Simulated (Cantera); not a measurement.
Charge: 1 mol Cu2O, a varied amount of H2, 0.075 mol H2O, held at 873 K and 88.0 Pa.

Cantera equilibrium calculation (NASA polynomials, part measured and part estimated; ideal gas, pure solids and liquids). Candidate condensed phases: Cu, CuO, Cu(OH)2, Cu2O, H2O; 12 gas species. Equilibrium is a limit: real reactors are often held back by kinetics, nucleation or transport.

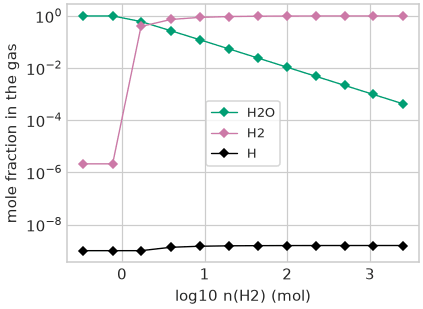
Fig. 1. Equilibrium gas composition (values under 1e-9 drawn at 1e-9)

From 0.34 mol H2 to 0.77 mol H2 the condensed part is Cu(s) + Cu2O(s). From 1.7 mol H2 to 2500 mol H2 the condensed part is Cu(s).
